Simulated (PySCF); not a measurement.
**ScClF2 (SMILES [F][Sc]([F])[Cl]): levels of theory compared**

Aim: a comparison of 5 runs (HF/STO-3G, HF/def2-SVP, HF/aug-cc-pVDZ, SVWN5/6-31G, B3LYP/6-31G*) of ScClF2. 

The calculation is run with PySCF 2.14.0.

### Step 1. Starting point

The species is ScClF2 (4 atoms), meant as a singlet with charge 0. SMILES: `[F][Sc]([F])[Cl]`. The coordinates come from a PBE0-D4/def2-TZVP relaxation.

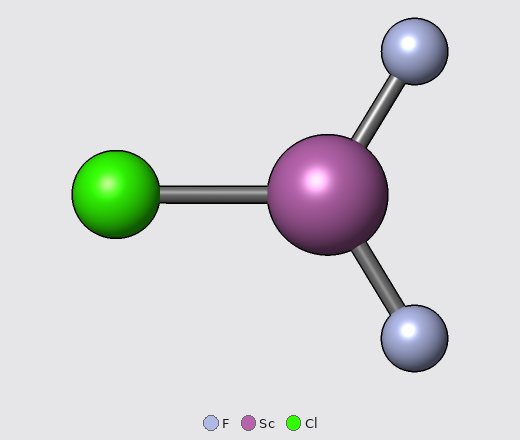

Viewed from a chosen angle; fluorine light blue, scandium pink, chlorine green.

### Step 2. Energy and forces at HF/STO-3G (run 1)

Input file job.py:

```python
from pyscf import gto, scf

mol = gto.M(
    atom='''
F      2.281655     0.798031     2.607255
Sc     0.133415    -0.158170     0.084471
F     -0.029102    -3.513757    -0.695419
Cl    -2.280710     2.759945    -2.034668
''',
    verbose=3,
    basis='sto-3g',
    unit='bohr',
    max_memory=1860,
)

mf = scf.RHF(mol)
mf.conv_tol = 1e-10
mf.kernel()
if not mf.converged:
    mf = mf.newton().run(mf.mo_coeff, mf.mo_occ)

etot = mf.e_tot
print('Final energy', etot)
grad = mf.nuc_grad_method().kernel()
mf.analyze()
```

Run with:

```
$ OMP_NUM_THREADS=1 python job.py
```

What it wrote:

```text
converged SCF energy = -1403.16132815553
[... 10 lines left out ...]
MO #2   energy= -103.674175450628  occ= 2
[... 6 lines left out ...]
MO #9   energy= -10.3546072671569  occ= 2
[... 6 lines left out ...]
MO #16  energy= -1.71415856105155  occ= 2
[... 6 lines left out ...]
MO #23  energy= -0.486414736727644 occ= 2
[... 6 lines left out ...]
MO #30  energy= 0.251816470868439  occ= 0
[... 6 lines left out ...]
MO #37  energy= 0.694878993156514  occ= 0
[... 5 lines left out ...]
Dipole moment(X, Y, Z, Debye):  0.80162, -0.97003,  0.70394
```

Wall time 5.1 s (1 thread of Intel Xeon at 2.50GHz (Skylake/Cascade Lake), shared host); peak memory 0.12 GiB.

### Step 3. Energy and forces at HF/def2-SVP (run 2)

Input file run.py:

```python
# [F][Sc]([F])[Cl]
from pyscf import gto

mol = gto.Mole()
mol.atom = '''
F        1.207400       0.422300       1.379700
Sc       0.070600      -0.083700       0.044700
F       -0.015400      -1.859400      -0.368000
Cl      -1.206900       1.460500      -1.076700
'''
mol.verbose = 3
mol.basis = 'def2-svp'
mol.max_memory = 1860
mol.spin = 0
mol.build()

mf = mol.RHF()
mf.conv_tol = 1e-10
mf.kernel()
if not mf.converged:
    mf = mf.newton().run(mf.mo_coeff, mf.mo_occ)

e_tot = mf.e_tot
print(f'total energy: {e_tot:.8f} hartree')
grad = mf.nuc_grad_method().kernel()
mf.analyze()
```

Run with:

```
$ OMP_NUM_THREADS=1 python run.py
```

What it wrote:

```text
converged SCF energy = -1418.00491319936
[... 20 lines left out ...]
MO #12  energy= -8.00508657339262  occ= 2
[... 12 lines left out ...]
MO #25  energy= -0.611897296792166 occ= 2
[... 12 lines left out ...]
MO #38  energy= 0.294064886760025  occ= 0
[... 12 lines left out ...]
MO #51  energy= 1.12327989131037   occ= 0
[... 12 lines left out ...]
MO #64  energy= 1.72317956607776   occ= 0
[... 12 lines left out ...]
MO #77  energy= 3.77295446219005   occ= 0
[... 5 lines left out ...]
Dipole moment(X, Y, Z, Debye):  0.24015, -0.29134,  0.21119
```

Wall time 13 s (1 thread of Intel Xeon at 2.50GHz (Skylake/Cascade Lake), shared host); peak memory 0.15 GiB.

Runs 3 to 4 aren't shown in full; the table further down has their settings and results.

### Step 4. Energy and forces at B3LYP/6-31G(d) (spherical functions) (run 5)

Input file mol.xyz:

```xyz
4
ClF2Sc
F      1.207400     0.422300     1.379700
Sc     0.070600    -0.083700     0.044700
F     -0.015400    -1.859400    -0.368000
Cl    -1.206900     1.460500    -1.076700
```

Input file input.py:

```python
from pyscf import gto, dft

system = gto.M(
    atom='mol.xyz',
    basis='6-31g*',
    max_memory=1860,
    verbose=4,
)

calc0 = dft.RKS(system)
calc0.xc = 'b3lyp'
calc0.conv_tol = 1e-10
calc0.grids.level = 5
calc0.kernel()
if not calc0.converged:
    calc0 = calc0.newton().run(calc0.mo_coeff, calc0.mo_occ)

e_tot = calc0.e_tot
print(f'total energy: {e_tot:.8f} hartree')
grad = calc0.nuc_grad_method().kernel()
dip = calc0.dip_moment()
pop, q = calc0.mulliken_pop()
```

Run with:

```
$ OMP_NUM_THREADS=1 python input.py
```

What it wrote:

```text
PySCF version 2.14.0

[... 74 lines left out ...]
converged SCF energy = -1420.79669639245
total energy: -1420.79669639 hartree
[... 11 lines left out ...]
Dipole moment(X, Y, Z, Debye):  0.67249, -0.81354,  0.59066
[... 85 lines left out ...]
charge of    3Cl =     -0.37031
```

It took 61 s on 1 thread of Intel Xeon at 2.50GHz (Skylake/Cascade Lake), shared host; peak memory 0.78 GiB.

### Step 5. All runs side by side

```tsv
run	level	integration grid	energy (Eh)	dipole moment (D)	HOMO energy (eV)	LUMO energy (eV)	wall time
1	HF/STO-3G	–	-1403.161328	1.44	-10.67	3.13	5.1 s
2	HF/def2-SVP	–	-1418.004913	0.43	-12.50	0.15	13 s
3	HF/aug-cc-pVDZ	–	-1418.468427	0.45	-12.67	-0.12	2.6 min
4	SVWN5/6-31G	5	-1416.060922	1.16	-7.91	-3.99	32 s
5	B3LYP/6-31G* (spherical functions)	5	-1420.796696	1.21	-8.79	-3.04	61 s
```

### Step 6. Outcome

| quantity | value |
| --- | --- |
| run 5: total energy | -1420.79670 Eh |
| run 5: dipole moment | 1.21 D |
| run 5: HOMO energy | -8.79 eV |
| run 5: LUMO energy | -3.04 eV |
| run 5: HOMO–LUMO gap | 5.75 eV |
| run 5: largest force on an atom | 0.857 eV/Å |

**Reading.** The dipole moment (its size) runs from 0.43 D (HF/def2-SVP) to 1.44 D (HF/STO-3G). The HOMO–LUMO gap runs from 3.92 eV (SVWN5/6-31G) to 13.80 eV (HF/STO-3G). The two ends differ in method and basis. Totals of different functionals can't be ranked against each other. In run 1 the basis is minimal, so the values are rough. All runs together took 4.5 min, the longest 2.6 min.
